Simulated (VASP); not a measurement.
Band structure of Y₃B (space group Fm-3m). These are PBE GGA, VASP's PBE PAW potentials (set 64) (plane waves; VASP) values and carry that method's errors.

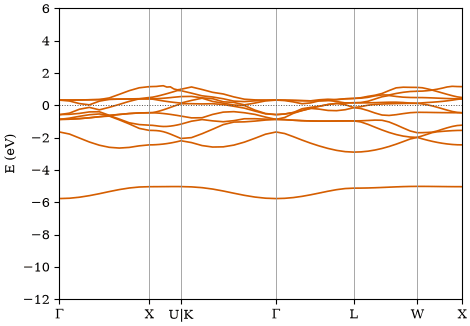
Fig. 1. Bands along high-symmetry lines, zero at the valence-band maximum or, without a gap, the Fermi level

Task: Read the plot: is there a gap, and where are the band edges?

Result: It has no gap at this level: it comes out as a metal or semimetal.

The structure was generated: Y3B was put into an ordered model structure, which need not be its known phase. The cell was not relaxed at this level. VASP warned that the highest band is occupied, so more bands are needed.
